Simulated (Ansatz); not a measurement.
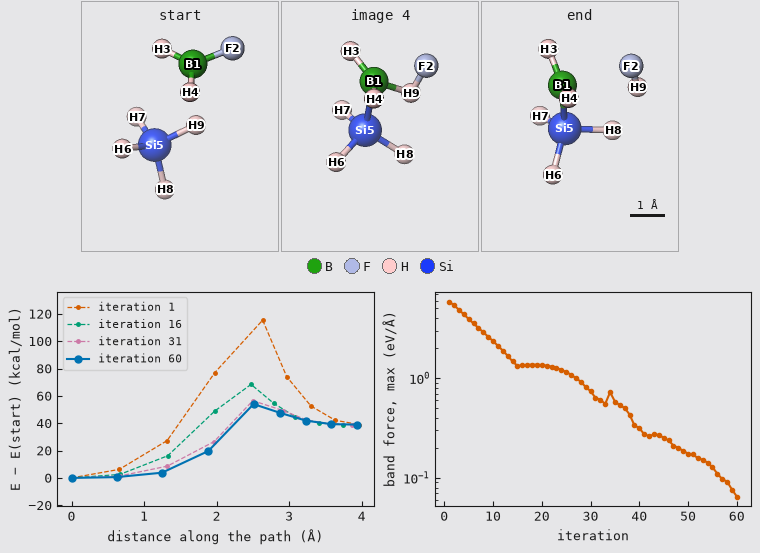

A nudged-elastic-band calculation for BSiH₆F, made up at the start of BH2F and SiH₄. Images are numbered from 0 (start) to 8 (end). The plot follows the band through its iterations. The picture is a ball-and-stick view, seen from a free direction.

Computed with RKS B3LYP-D4/def2-TZVP (Ansatz 0.2.0). Settings: 7 movable images; climbing image; force threshold 0.05 eV/Å; iteration limit 60; optimiser FIRE; largest step 0.02 Å; starting path through a guess of the saddle point.

Question: How did the profile develop, and is the result final?

Answer: The result isn't final. The band hadn't converged when the run stopped after 60 iterations. The largest component of the band force went from 5.9 to 0.065 eV/Å. The barrier read from it is provisional, though the highest image hardly moved in the last two iterations. The step length is far from the usual. The first iteration put the highest image at 115.4 kcal/mol. The highest point, image 4, lies 54.0 kcal/mol above the start and 15.0 kcal/mol above the end; the end is at +39.0 kcal/mol relative to the start.

Limits of the set-up: the start holds two separate molecules, 2.6 Å apart at their closest, whose relative position is a soft coordinate.

Cost: 7.2 min on 4 threads of Arm Neoverse V1, with other jobs on the host, peak memory 0.24 GiB.
